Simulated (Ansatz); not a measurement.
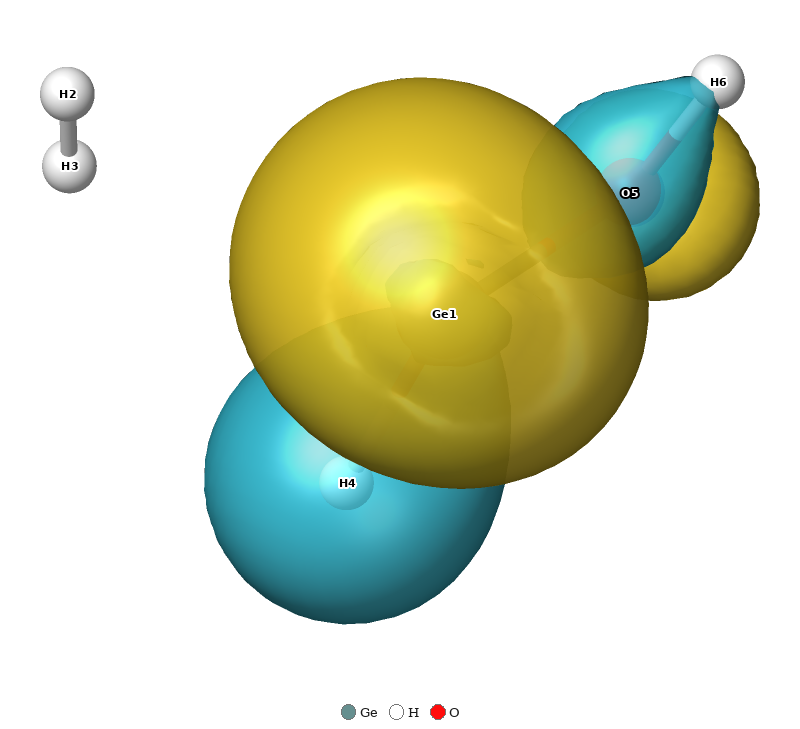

*GeH2O···H2. One frontier orbital at ±0.15 Å⁻³ᐟ² (yellow and cyan are the two phases), seen across its widest extent.*

Not at a stationary point (largest force 1.9 eV/Å).

Level of theory: Ansatz 0.2.0, RKS PBE-D4/def2-SVP.

```xyz
6

Ge   -0.9527    0.1015    0.4302
H     1.6314    0.0284    1.3678
H     1.7798    0.2542    0.6970
H    -0.2514    1.0136   -0.7076
O    -0.9455   -1.3781   -0.6293
H    -1.3777   -2.1091   -0.1456
```

> Which orbital is it: HOMO or LUMO?

The HOMO, at −5.50 eV. By Hirshfeld shares it lies mainly on Ge1 (about 60 %), H4 (about 20 %) and O5 (about 15 %).
